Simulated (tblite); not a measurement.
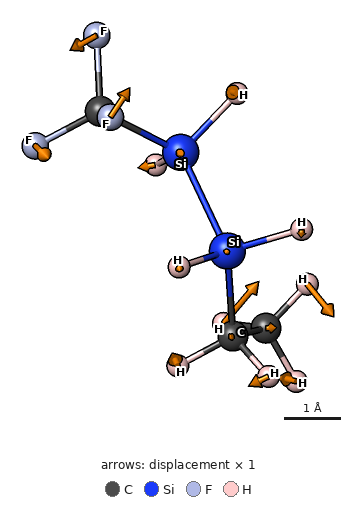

This is a relaxation of C₃H₉F₃Si₂. The starting structure is drawn; orange arrows show the displacements, at their true length. The two geometries are superimposed by the best rigid fit.

The picture is a ball-and-stick view, seen from a free direction.

Method: GFN2-xTB geometry optimisation, gas phase (tblite 0.8.0). 

Question: Which element moves most?

Answer: Hydrogen: up to 1.05 Å, against 0.76 Å for fluorine.

Question: Describe the change and its energy.

Answer: The atom that moves furthest after the best rigid fit is an H atom (1.05 Å). By element the largest moves are H 1.05 Å, F 0.76 Å, C 0.23 Å, Si 0.16 Å. Some distances before and after: Si–Si 2.209 → 2.325 Å, C–Si 1.840 → 1.908 Å, C–Si 1.884 → 1.948 Å, C–H 1.133 → 1.092 Å. Among the angles between lasting bonds that change: Si–Si–H 109.1° → 119.4°, C–Si–Si 116.3° → 108.3°, Si–Si–C 112.4° → 105.4°. Groups turn about C–C by about 30°, C–Si by about 25°. After 118 geometry steps the energy has fallen by 15.4 kcal/mol. Cost: 0.93 s on 1 thread of Arm Neoverse V1 (shared host).
